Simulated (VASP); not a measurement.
Band structure of Al$_{2}$O (space group Fm-3m). Computed with r2SCAN meta-GGA, VASP's PBE PAW potentials (set 64) (plane waves; VASP).

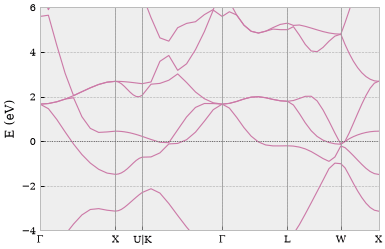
Figure. Bands along high-symmetry lines, zero at the valence-band maximum or, without a gap, the Fermi level

Question: Read the plot: is there a gap, and where are the band edges?

Answer: It has no gap at this level: it comes out as a metal or semimetal.

The structure comes from a measured Al2O entry (Fm-3m) of the Crystallography Open Database, whose conditions weren't checked. It was relaxed first, which changed the volume by +43 %.
